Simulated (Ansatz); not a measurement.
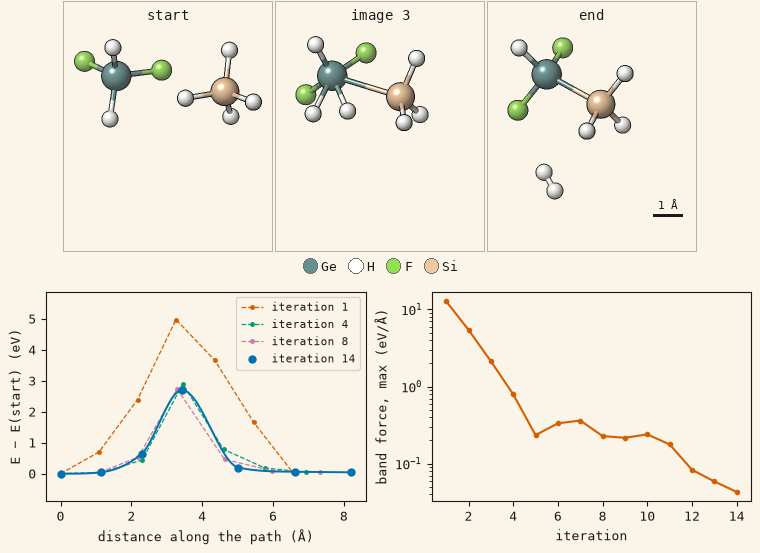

NEB run on GeSiH₆F₂, made up at the start of GeH2F2 and SiH₄. Images are numbered from 0 (start) to 6 (end). The plot follows the band through its iterations. Style: ball-and-stick. Shown at a tilt.

Level of theory: Ansatz, RKS PBE/def2-SVP. Settings: 5 movable images; climbing image; force threshold 0.05 eV/Å; iteration limit 60; starting path through a guess of the saddle point.

> Judge this run.

The result is final at these settings. The band converged in 14 iterations. The largest component of the band force went from 13 to 0.043 eV/Å. The climbing image converged on the top of the path. Its vibrational analysis gives one imaginary mode (1390i cm⁻¹), as a transition state must have. The first iteration put the highest image at 4.98 eV. The highest point, image 3, lies 2.70 eV above the start and 2.65 eV above the end; the end is at +0.05 eV relative to the start.

Limits of the set-up: the start holds two separate molecules, 3.0 Å apart at their closest, whose relative position is a soft coordinate and is computed without a dispersion correction.

Cost: 78 s on 4 threads of Arm Neoverse V1 (shared host), peak memory 0.16 GiB.
